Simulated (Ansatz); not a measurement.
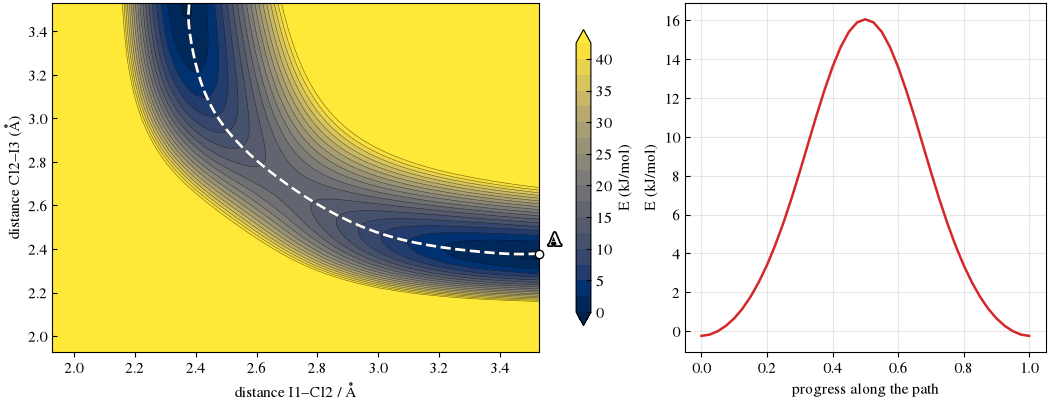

The system I⁻ + ClI. First axis: distance I1–Cl2. Second axis: distance Cl2–I3. Nothing is relaxed (the angle I1–Cl2–I3 is fixed at 160 degrees). The grid has 14 × 14 points; 105 points were computed and 91 follow by symmetry. Points are written as (first, second). Energies are in kJ/mol, from the lowest grid point. The reference is spin-restricted, so regions where a bond is pulled apart into radicals lie too high. The calculation used RHF/def2-SVPD in Ansatz 0.2.0.

The picture shows filled contours, a line along the lowest path, one colour for all values above the top of the scale, the energy along the path at the right, the start A. Between grid points the surface is interpolated.

### Describe the path and its barrier.

The easiest path runs from the side where the first distance is long, (3.528 Å, 2.390 Å), to the side where the second distance is long, (2.390 Å, 3.528 Å). Its highest point, at about (2.70 Å, 2.70 Å), lies about 16 kJ/mol above the start and 16 kJ/mol above the end on the interpolated surface. An end on the edge of the scan is no minimum, so the barrier from there is a lower bound.
